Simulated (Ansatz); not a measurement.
**Profile along the Nb–Nb line in Nb (bcc, W type)**

Nb (bcc, W type), conventional cell a = b = c = 3.3096 Å, α = β = γ = 90.00°. The calculation uses the primitive cell of 1 atom, to which meshes and values per cell refer.

Fields along a shortest Nb–Nb line of a {211} plane (2.87 Å), from Nb to Nb, interpolated on the slice's grid (step about 0.1 Å). Computed with PBE (plane waves to 420 eV, PAW, scalar-relativistic; Ansatz, an electronic-structure program). k mesh 20×20×20. Near the nuclei the fields are pseudised (PAW); where an atom keeps semicore shells as valence, they peak there. Nb is run without spin polarisation. Nb was relaxed with its symmetry unable to fall. The PAW data are Ansatz's earlier set.

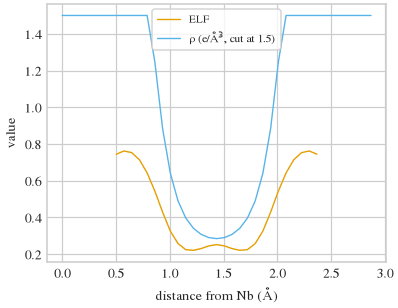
Figure. ELF (away from the nuclei) and valence density from Nb to Nb.

Density on the Nb–Nb line (2.87 Å) at its midpoint: 0.28 e/Å³. ELF at that point: 0.25.
